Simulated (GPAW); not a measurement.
# BiB3As2 (ordered alloy, started on the zincblende lattice) (P3m1): one start, several treatments of the self-energy

Wanted: the gap of BiB3As2 (ordered alloy, started on the zincblende lattice) (P3m1) under several approximations, with cost.

Program: GPAW 26.7.0. Level of theory: PBE and many-body steps on it, plane waves. Results are calculated unless marked as measured.

The structure was built from a prototype and need not be the compound's stable phase.

## Step 1: The structure

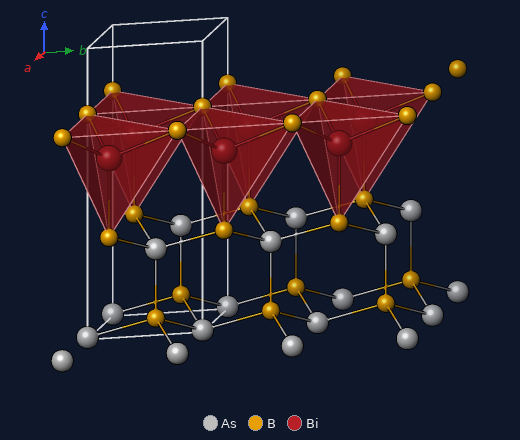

The starting structure, seen slightly off an axis (arsenic light grey, boron orange, bismuth red). 2×3×1 cells are drawn. Bonds to atoms that aren't drawn are left out. Some periodic images of atoms are drawn too.

Structure file:

```xyz
6
Lattice="3.5712 0.0000 0.0000 -1.7856 3.0928 0.0000 0.0000 0.0000 8.7711" Properties=species:S:1:pos:R:3 pbc="T T T"
As    0.0000    0.0000    0.0644
B     0.0000    2.0618    0.7324
As    0.0000    2.0618    2.8201
B     1.7856    1.0309    3.4701
Bi    1.7856    1.0309    5.8629
B     0.0000    0.0000    6.7851
```

The structure was relaxed with PBE. The structure type comes from a generator and need not be one that this composition takes. The runs that relaxed it are not among those shown. Spin-orbit coupling is left out unless a step names it.

## Step 2: Empty states on the mesh, 3×3×2 mesh, 336 bands

This step: GPAW 26.7.0; DFT, PBE, plane waves, PAW.

The sums over transitions need many empty states on a uniform mesh; this step solves for them.

run.py

```python
import json
import numpy as np
from gpaw.mpi import world
from gpaw import GPAW

calc = GPAW('gs.gpw').fixed_density(kpts={'size': (3, 3, 2), 'gamma': True},
    parallel={'domain': 1, 'band': 1},
    txt='nscf.txt')
calc.diagonalize_full_hamiltonian(nbands=336)
calc.write('full.gpw', mode='all')
res = {}
kpts = calc.get_ibz_k_points()
res['kpts'] = kpts
res['eigenvalues'] = [calc.get_eigenvalues(kpt=k) for k in range(len(kpts))]
res['n_electrons'] = calc.get_number_of_electrons()

if world.rank == 0:
    with open('result.json', 'w') as f:
        json.dump(res, f, default=lambda x: x.tolist())
```

Started as:

```console
mpirun -n 4 gpaw python run.py
```

Numbers of over 12 decimals in the logs are rounded to 6 here.

The log of the run:

```text
Diagonalizing LCAO Hamiltonian
Converting LCAO to pw mode
convergence criteria:
- Maximum integral of absolute [eigenst]ate change: 4e-08 eV^2 / valence electron
maximum number of iterations: 100

SCF iterations
|iter     |     time |      energy | eigst |  dens |
|iter:   1|  |             | +0.56 |       |
|iter:   2|  |             | -1.00 |       |
|iter:   3|  |             | -1.97 |       |
[...]
|iter:  12|  |             | -6.58 |       |
|iter:  13|  |             | -7.21 |       |
|iter:  14|  |             | -7.61c|       |
SCF steps: 14
  __  _  _
 | _ |_)|_||  |
 |__||  | ||/\| - 26.7.0

Input parameters:
  mode=PW(ecut=600.0),
  convergence={'density': 1e-06, 'bands': -3},
  gpts=array([21, 21, 50]),
  kpts=MonkhorstPack(size=(3, 3, 2), gamma=True),
  maxiter=100,
  nbands=26,
  occupations=Occupations(name='fermi-dirac', width=0.001, fixmagmom=False),
  parallel={'domain': 1, 'band': 1},
  xc=XC(name='PBE')
Matrix size: 3245x3245
# Writing to full.gpw (mode='all')
  [... matrices ...]

timing:  # [seconds]
  Total: 62.249  # ━━━━━━━━━━━━━━━━━━━━━━━━━━━━━━━━━━━━━━━━━━━━━━━━━━━━━━━━━━
```

The job ended after 70 s (4 MPI ranks of Arm Neoverse V1, shared host; peak memory 3.4 GiB).

Numbers from this step:

| Property | Result |
| --- | --- |
| gap | 0.5532 eV |
| k of the valence top | 0, 0, 0 |
| k of the conduction bottom | 0.3333, 0, 0.5 |
| least direct gap | 0.6707 eV |
| k points computed | 6 |
| lowest point of the top converged band, above the valence top | 114.5890 eV |

On this mesh the gap is 0.553 eV.

## Step 3: G0W0, Godby-Needs plasmon pole

Now the one-shot GW correction: screening in the RPA, then the self-energy of the levels asked for.

This step: G0W0 on PBE, plane waves, PAW.

run.py

```python
import json
import numpy as np
from gpaw.mpi import world
from gpaw.response.g0w0 import G0W0

gw = G0W0('full.gpw',
    filename='gw',
    kpts=[0, 3],
    bands=(15, 19),
    ecut=78,
    nbands=151,
    integrate_gamma='WS',
    ppa=True)
gw.calculate()
res = {mode: {k: v for k, v in r.items() if k != 'sigma_eskwn'}
       for mode, r in gw.all_results.items()}

if world.rank == 0:
    with open('result.json', 'w') as f:
        json.dump(res, f, default=lambda x: x.tolist())
```

Started as:

```console
mpirun -n 4 gpaw python run.py
```

The log of the run:

```text
Using integrator: PointIntegrator
FrequencyGridDescriptor(from 0.000+0.000j to 0.000+27.211j eV, 2 points)
Nonperiodic BCs:  [False False False]
Using integrator: PointIntegrator
FrequencyGridDescriptor(from 0.000+0.000j to 0.000+27.211j eV, 2 points)
Nonperiodic BCs:  [False False False]
  ___  _ _ _
 |   || | | |
 | | || | | |
 |__ ||_____|
 |___|

BZ k-points: Symmetries present (total): 6

  [... matrices ...]
18 k-points: 3 x 3 x 2 Monkhorst-Pack grid + [0.000000,0.000000,1/4]
6 k-points in the irreducible part of the Brillouin zone
       k-points in crystal coordinates                weights
   0:     0.00000000    0.00000000    0.00000000          1/18
   1:     0.00000000    0.00000000    0.50000000          1/18
   2:     0.33333333    0.00000000    0.00000000          6/18
   3:     0.33333333    0.00000000    0.50000000          6/18
   4:     0.33333333    0.33333333    0.00000000          2/18
   5:     0.33333333    0.33333333    0.50000000          2/18

Distributing spins, k-points and bands (1 x 2 x 4) over 4 processes
Number of blocks: 1

Quasi particle states:
k-points (IBZ indices): [0, 3]
Band range: (15, 19)
  [... matrices ...]
Computational parameters:
Plane wave cut-off: 78 eV
Number of bands: 151
Coulomb cutoff: None
Broadening: 0.1 eV

fxc modes: GW
Kernel: RPA
Using Godby-Needs plasmon-pole approximation:
  Fitting energy: i*E0, E0 = 1.000 Hartree
Summing all q:

Calculating screened Coulomb potential
No Coulomb truncation
FrequencyGridDescriptor(from 0.000+0.000j to 0.000+27.211j eV, 2 points)
Removing empty qpoint cache files...

Calculating chi0 body with:
    Ground state adapter containing:
    Number of spins: 1
    Number of kpoints: 18
    Number of irreducible kpoints: 6
    Number of completely occupied states: 17
    Number of partially occupied states: 17
    Occupied states memory: 5.719757 M / cpu

    Linear response parametrization:
    q_c: [0.0, 0.0, 0.0]
    Number of frequency points: 2
    Planewave cutoff: 78.0
    Number of bands: 151
    Number of planewaves: 151
    Broadening (eta): 1e-06
    comm.size: 4
    kncomm.size: 4
    blockcomm.size: 1

    Memory estimate of potentially large arrays:
        chi0_wGG: 0.695831 M / cpu
Integrating chi0 body.

Symmetries of q_c:
    Direct symmetries (Uq -> q): 6
    Indirect symmetries (TUq -> q): 6
In total 12 allowed symmetries.

  [... matrices ...]
6 groups of equivalent kpoints. 66.666667% reduction.

Integral kind: response function
Integrating chi0 head and wings.

Symmetries of q_c:
    Direct symmetries (Uq -> q): 6
    Indirect symmetries (TUq -> q): 6
In total 12 allowed symmetries.

  [... matrices ...]
6 groups of equivalent kpoints. 66.666667% reduction.

Integral kind: response function wings

Calculating chi0 body with:
    Ground state adapter containing:
    Number of spins: 1
    Number of kpoints: 18
    Number of irreducible kpoints: 6
    Number of completely occupied states: 17
    Number of partially occupied states: 17
    Occupied states memory: 5.719757 M / cpu

[... the further q-points ...]

Results:
f:      Occupation numbers
eps:     KS-eigenvalues [eV]
vxc:     KS vxc [eV]
exx:     Exact exchange [eV]
sigma:   Self-energies [eV]
dsigma:  Self-energy derivatives
Z:       Renormalization factors
qp:      QP-energies [eV]

k-point 0 (0): (0.000, 0.000, 0.000)                GW
band       f     eps     vxc     exx   sigma  dsigma       Z      qp
                                                                   GW
  15   1.000   8.133 -14.508 -15.764   1.152  -0.262   0.793   8.050
  16   1.000   8.133 -14.508 -15.764   1.152  -0.262   0.793   8.050
  17   0.000   8.803 -14.182  -9.340  -4.144  -0.263   0.792   9.355
  18   0.000   9.425 -14.922  -9.809  -4.297  -0.268   0.789  10.069

k-point 1 (3): (0.333, 0.000, 0.500)                GW
band       f     eps     vxc     exx   sigma  dsigma       Z      qp
                                                                   GW
  15   1.000   5.578 -13.848 -15.559   1.456  -0.260   0.794   5.375
  16   1.000   6.579 -14.160 -16.071   1.655  -0.262   0.792   6.375
  17   0.000   8.686 -12.128  -7.894  -3.872  -0.246   0.803   8.976
  18   0.000   9.263 -12.858  -8.279  -4.092  -0.252   0.799   9.653
```

It took 30 s on 4 MPI ranks; peak memory 1.6 GiB; 2 min of CPU time.

Numbers from this step:

| Item | Value |
| --- | --- |
| G0W0 gap on the points computed | 0.9257 eV |
| least direct G0W0 gap on the computed points | 1.305 eV |
| Z at the valence top | 0.7926 |
| Z at the conduction bottom | 0.8029 |
| starting gap on the mesh | 0.5532 eV |
| k of the valence top | 0, 0, 0 |
| k of the conduction bottom | 0.3333, 0, 0.5 |

The gap on the mesh goes from 0.55 eV to 0.93 eV, a correction of +0.37 eV.

## Step 4: One-shot HSE06

This step: one-shot HSE06 levels on PBE orbitals, plane waves, PAW.

run.py

```python
import json
import numpy as np
from gpaw.mpi import world
from gpaw.hybrids.eigenvalues import non_self_consistent_eigenvalues

dft, vxc, vxc_hyb = non_self_consistent_eigenvalues('full.gpw', 'HSE06', 15, 19, kpt_indices=[0, 3])
res = {'dft': dft[0], 'hybrid': (dft - vxc + vxc_hyb)[0]}
if world.rank == 0:
    with open('hybrid.txt', 'w') as f:
        for k, e0, e1 in zip([0, 3], res['dft'], res['hybrid']):
            print(k, ' '.join(f'{x:9.4f}' for x in e0), '|', ' '.join(f'{x:9.4f}' for x in e1), file=f)

if world.rank == 0:
    with open('result.json', 'w') as f:
        json.dump(res, f, default=lambda x: x.tolist())
```

Started as:

```console
mpirun -n 4 gpaw python run.py
```

The log of the run:

```text
IBZ(<points: 6, symmetries: 6>)
Occupied bands: 17
Transforming wave functions from IBZ to BZ: 0.019 seconds
Distributing wave functions and iFFT-ing to real space: 0.136 seconds
Calculating eigenvalues:
  k-points: 2
  Bands: 15-18 (inclusive)
  Seconds: 0.590 (wave-function broadcasting: 0.018 seconds)
HSE06-eigenvalue shifts:
  min: -0.445 eV
  ave: 0.053 eV
  max: 0.571 eV
```

The job ended after 3.7 s (4 MPI ranks; peak memory 0.46 GiB; 14 s of CPU time).

Numbers from this step:

```yaml
starting_gap_on_the_mesh: 0.5532 eV
hybrid_gap_on_the_mesh: 1.218 eV
least_direct_hybrid_gap_on_the_computed_points: 1.472 eV
```

## Step 5: G0W0, extrapolated in the cutoff

This step: G0W0 on PBE, plane waves, PAW.

run.py

```python
import json
import numpy as np
from gpaw.mpi import world
from gpaw.response.g0w0 import G0W0

gw = G0W0('full.gpw',
    filename='gw',
    kpts=[0, 3],
    bands=(15, 19),
    ecut=130.0,
    integrate_gamma='WS',
    ppa=True,
    ecut_extrapolation=True)
gw.calculate()
res = {mode: {k: v for k, v in r.items() if k != 'sigma_eskwn'}
       for mode, r in gw.all_results.items()}

if world.rank == 0:
    with open('result.json', 'w') as f:
        json.dump(res, f, default=lambda x: x.tolist())
```

Started as:

```console
mpirun -n 4 gpaw python run.py
```

The log of the run:

```text
Using integrator: PointIntegrator
FrequencyGridDescriptor(from 0.000+0.000j to 0.000+27.211j eV, 2 points)
Nonperiodic BCs:  [False False False]
Using integrator: PointIntegrator
FrequencyGridDescriptor(from 0.000+0.000j to 0.000+27.211j eV, 2 points)
Nonperiodic BCs:  [False False False]
  ___  _ _ _
 |   || | | |
 | | || | | |
 |__ ||_____|
 |___|

BZ k-points: Symmetries present (total): 6

  [... matrices ...]
18 k-points: 3 x 3 x 2 Monkhorst-Pack grid + [0.000000,0.000000,1/4]
6 k-points in the irreducible part of the Brillouin zone
       k-points in crystal coordinates                weights
   0:     0.00000000    0.00000000    0.00000000          1/18
   1:     0.00000000    0.00000000    0.50000000          1/18
   2:     0.33333333    0.00000000    0.00000000          6/18
   3:     0.33333333    0.00000000    0.50000000          6/18
   4:     0.33333333    0.33333333    0.00000000          2/18
   5:     0.33333333    0.33333333    0.50000000          2/18

Distributing spins, k-points and bands (1 x 2 x 4) over 4 processes
Number of blocks: 1

Quasi particle states:
k-points (IBZ indices): [0, 3]
Band range: (15, 19)
  [... matrices ...]
Computational parameters:
Extrapolating to infinite plane wave cut-off using points at:
  112.031 eV
  120.183 eV
  130.000 eV
Number of bands: 326
Coulomb cutoff: None
Broadening: 0.1 eV

fxc modes: GW
Kernel: RPA
Using Godby-Needs plasmon-pole approximation:
  Fitting energy: i*E0, E0 = 1.000 Hartree
Summing all q:

Calculating screened Coulomb potential
No Coulomb truncation
FrequencyGridDescriptor(from 0.000+0.000j to 0.000+27.211j eV, 2 points)
Removing empty qpoint cache files...

Calculating chi0 body with:
    Ground state adapter containing:
    Number of spins: 1
    Number of kpoints: 18
[...]
comm.size: 4
    kncomm.size: 4
    blockcomm.size: 1

    Memory estimate of potentially large arrays:
        chi0_wGG: 3.424835 M / cpu
Integrating chi0 body.

Symmetries of q_c:
    Direct symmetries (Uq -> q): 6
    Indirect symmetries (TUq -> q): 6
In total 12 allowed symmetries.

  [... matrices ...]
6 groups of equivalent kpoints. 66.666667% reduction.

Integral kind: response function
Integrating chi0 head and wings.

Symmetries of q_c:
    Direct symmetries (Uq -> q): 6
    Indirect symmetries (TUq -> q): 6
In total 12 allowed symmetries.

  [... matrices ...]
6 groups of equivalent kpoints. 66.666667% reduction.

Integral kind: response function wings

Calculating chi0 body with:
    Ground state adapter containing:
    Number of spins: 1
    Number of kpoints: 18
    Number of irreducible kpoints: 6
    Number of completely occupied states: 17
    Number of partially occupied states: 17
    Occupied states memory: 5.719757 M / cpu

[... the further q-points ...]
Extrapolating selfenergy to infinite energy cutoff:
  Performing linear fit to 3 points
  Minimum R^2 = 0.9255. (R^2 Should be close to 1)
  [... matrices ...]
Results:
f:      Occupation numbers
eps:     KS-eigenvalues [eV]
vxc:     KS vxc [eV]
exx:     Exact exchange [eV]
sigma:   Self-energies [eV]
dsigma:  Self-energy derivatives
Z:       Renormalization factors
qp:      QP-energies [eV]

k-point 0 (0): (0.000, 0.000, 0.000)                GW
band       f     eps     vxc     exx   sigma  dsigma       Z      qp
                                                                   GW
  15   1.000   8.133 -14.508 -15.764   0.519  -0.269   0.788   7.552
  16   1.000   8.133 -14.508 -15.764   0.519  -0.269   0.788   7.552
  17   0.000   8.803 -14.182  -9.340  -4.656  -0.267   0.789   8.949
[...]
k-point 1 (3): (0.333, 0.000, 0.500)                GW
band       f     eps     vxc     exx   sigma  dsigma       Z      qp
                                                                   GW
[...]
17   0.000   8.686 -12.128  -7.894  -4.284  -0.249   0.801   8.646
  18   0.000   9.263 -12.858  -8.279  -4.544  -0.256   0.796   9.291
```

The job ended after 2.5 min (4 MPI ranks; peak memory 2.1 GiB; 9.9 min of CPU time).

This step gave:

| Property | Result |
| --- | --- |
| quasiparticle gap on the points computed | 1.094 eV |
| least direct quasiparticle gap on the computed points | 1.397 eV |
| Z at the valence top | 0.7880 |
| Z at the conduction bottom | 0.8005 |
| starting gap on the mesh | 0.5532 eV |
| k of the valence top | 0, 0, 0 |
| k of the conduction bottom | 0.3333, 0, 0.5 |
| gaps at the cutoffs of the extrapolation | 0.9950, 1.005, 1.015 eV |

Against G0W0 in GPAW (3×3×2 mesh, 151 bands, screening to 78 eV, Godby-Needs plasmon pole), the gap moves by +0.168 eV.

[end of part 1 of 2]

[Paths, hosts, dates, memory and timing lines, banners, echoed tables and standing remarks are left out of the program output.]

[Logs are printed without paths, hosts, clocks, repeated set-up lines and the standing remarks that a program may print on its own settings, such as how far it seeks lower states.]

[Runs of the session that timed out or met a known fault of the program may be left out.]

[Hosts, paths, dates, database ids (printed as entryN), source tags and the programs' standing remarks are cut or masked in the printed files.]
